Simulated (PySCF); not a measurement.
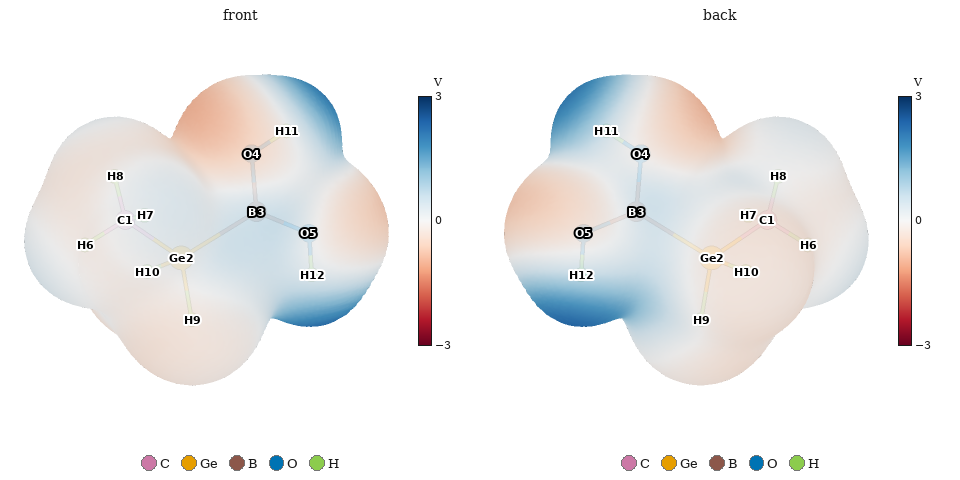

*CH₇BGeO₂ (SMILES [CH3][GeH2][B](O)O). The electrostatic potential painted on the density surface at 0.001 e/bohr³, seen from the front and from behind; red is negative and blue positive.*

Geometry: GFN2-xTB.

These are results of PBE0/def2-SVPD, SCF density, gas phase (PySCF 2.14.0), not measurements.

```xyz
12

C    -1.8796    0.4120   -0.5202
Ge   -0.4862   -0.4400    0.5829
B     1.4239   -0.0524   -0.0132
O     1.5534    0.2649   -1.3113
O     2.5392   -0.0856    0.7516
H    -2.8775    0.1257   -0.2017
H    -1.8015    1.4951   -0.4674
H    -1.7537    0.1205   -1.5597
H    -0.7631   -0.0636    2.0265
H    -0.8280   -1.9112    0.6282
H     2.4460    0.4445   -1.6156
H     2.4284   -0.3106    1.6738
```

Which sites attract a positive test charge, and which a negative one?

Answer. A positive charge is drawn to the negative regions and a negative charge to the positive ones. The most negative region (about −1.0 V) lies over O4, the most positive (about +2.2 V) over H12.
